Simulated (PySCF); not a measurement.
**C$_{4}$H$_{13}$FOSi$_{3}$ (SMILES C[SiH2]CO/C([SiH3])=C\[SiH2]F): density, localisation and related maps**

Input

```
{"job": {"kind": "nmr", "xc": "PBE0", "basis": "pcSseg-1"}, "charge": 0, "multiplicity": 1}
C      3.094521    -0.355764     0.988577
Si     2.491979     0.743352    -0.433704
C      0.587100     0.872556    -0.309387
O      0.124809    -0.464310    -0.411409
C     -1.190892    -0.770773    -0.295144
Si    -1.310137    -2.653845    -0.505954
C     -2.228536     0.046364    -0.073007
Si    -2.404715     1.887384     0.185780
F     -4.000600     2.095738     0.335050
H      2.610944    -1.328614     0.954243
H      2.873221     0.088309     1.956135
H      4.167461    -0.515811     0.938205
H      2.817980     0.146286    -1.732011
H      3.042453     2.102077    -0.340741
H      0.160616     1.479670    -1.112246
H      0.263330     1.312082     0.637706
H     -0.452102    -3.279119     0.502660
H     -0.828394    -3.002834    -1.843157
H     -2.703071    -3.065572    -0.328145
H     -3.180471    -0.470023    -0.021192
H     -1.886189     2.406774     1.450056
H     -2.059718     2.745458    -0.943950
```

Launched as:

```sh
OMP_NUM_THREADS=1 python probes_run.py task.json out
```

Geometry: GFN2-xTB.

These are results of PBE0/pcSseg-1, SCF density, gas phase, non-relativistic (PySCF), not measurements.

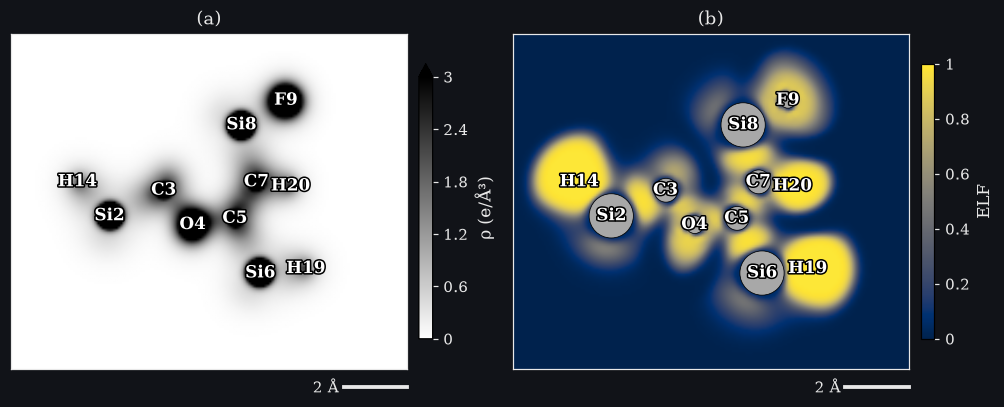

Figure 1. (a) electron density; (b) ELF on the plane of atoms Si6, C5 and C7. Grey discs cover the atomic cores in the ELF map.

> Describe what can be read from this map.

The section cuts through Si, C, O, F and H sites.
C–C (1.34 Å): ρ is about 2.2 e/Å³ halfway; the ELF peaks at about 0.90 between the atoms; a short, multiple covalent bond.
C–O (1.36 Å): the density is about 2.3 e/Å³ at the midpoint, with its minimum of 2 e/Å³ about 0.5 Å from C; the ELF peaks at about 0.90 between the atoms; a polar covalent bond.
Si–F (1.62 Å): ρ at the midpoint is about 1.1 e/Å³; the ELF peaks at about 0.85 in the valence shell of F, 0.6 Å from its nucleus, and is about 0.55 at the midpoint.
C–Si (1.87 Å): ρ at the midpoint is about 0.95 e/Å³; the ELF peaks at about 0.95 between the atoms, as expected for a shared electron pair.
C–H (1.08 Å): ρ at the midpoint is about 2 e/Å³; the ELF climbs to about 1 towards the hydrogen, as it does in any bond to H (an ordinary covalent bond to hydrogen).
The ELF also peaks beside O4 and F9, away from the bonds: lone-pair regions.

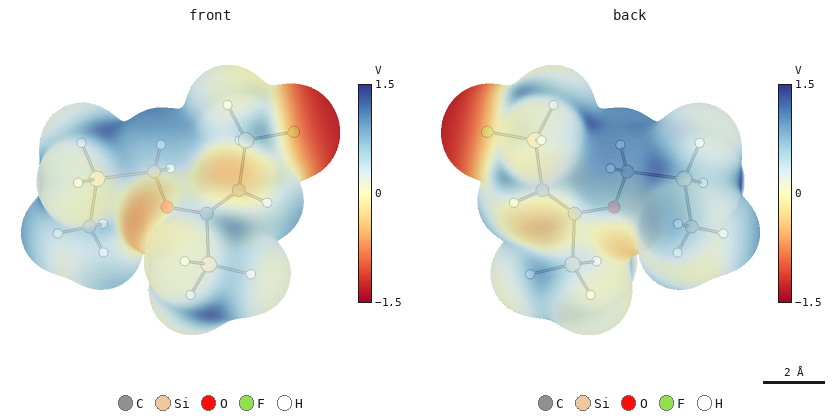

Figure 2. The electrostatic potential painted on the density surface at 0.002 e/bohr³, seen from the front and from behind; the colour scale runs from red (negative) to blue (positive).

> Describe the electrostatic potential map.

The most negative region (about −1.3 V) lies over F9, the most positive (about +1.3 V) over Si2, Si6 and Si8.
